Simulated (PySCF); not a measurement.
System: C3H9FGe.

Input file:

```
{"job": {"kind": "uv", "xc": "CAM-B3LYP", "basis": "def2-SVPD", "nstates": 8, "ntriplets": 3}, "charge": 0, "multiplicity": 1}
C      2.379091     0.056329     0.252998
Ge     0.523400     0.195692     0.884449
C     -0.737068    -0.289331    -0.594563
C     -2.203152    -0.077649    -0.279891
F     -0.377866     0.525453    -1.668977
H      2.624388    -0.974747     0.009926
H      3.081023     0.406798     1.004942
H      2.506367     0.658199    -0.643443
H      0.258502    -0.705900     2.063011
H      0.197653     1.594749     1.329303
H     -0.567327    -1.312818    -0.947580
H     -2.490988    -0.734427     0.537388
H     -2.373940     0.954277     0.019763
H     -2.820760    -0.297097    -1.149417
```

Run with:

```sh
OMP_NUM_THREADS=1 python probes_run.py task.json out
```

Geometry: GFN2-xTB.

Computed with CAM-B3LYP/def2-SVPD, SCF density, gas phase (PySCF).

> What can the converged electron density and electron localisation function tell about the bonding?

C–C (1.51 Å): ρ at the midpoint is about 1.7 e/Å³; the ELF peaks at about 0.95 between the atoms; a shared electron pair.
C–Ge (1.97 Å): the density is about 0.87 e/Å³ at the midpoint; the ELF peaks at about 0.95 in the valence shell of C, 0.7 Å from its nucleus, and is about 0.75 at the midpoint.
C–H (1.09 Å): ρ is about 1.9 e/Å³ halfway; the ELF climbs to about 1 towards the hydrogen, as it does in any bond to H: a covalent bond by its length.

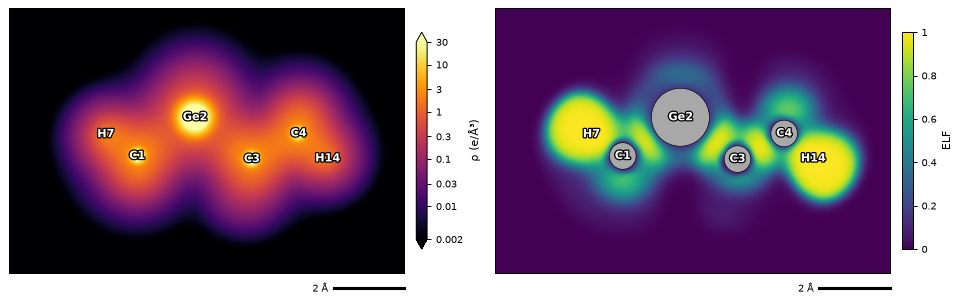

Computed electron density and electron localisation function on the plane of atoms C1, Ge2 and C3, in this order. Grey discs cover the atomic cores in the ELF map. 
